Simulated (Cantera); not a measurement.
Input: 1 mol CH2F2, 0.054 mol F2, equilibrated at 29.0 Pa.

Method: chemical equilibrium by Gibbs-energy minimisation in Cantera with the NASA 1993 tables (ideal gas, pure condensed phases). Candidate condensed phases: C, C6H6, C7H8, C8H18; 95 gas species. Gases not in the tables: C2F6 and larger saturated fluorocarbons. Kinetics and transport are ignored.

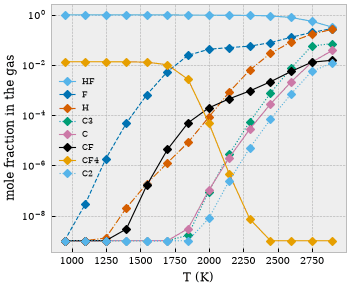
Figure. Equilibrium gas composition (values under 1e-9 drawn at 1e-9)

From 948 K to 2748 K the condensed part is C(graphite). At 2898 K nothing is condensed. The main C-bearing gas is CF4 at 948 K and C3 at 2898 K. The share of C in condensed phases is highest at 2298 K (99.7 %) and lowest at 2898 K (0.0 %).
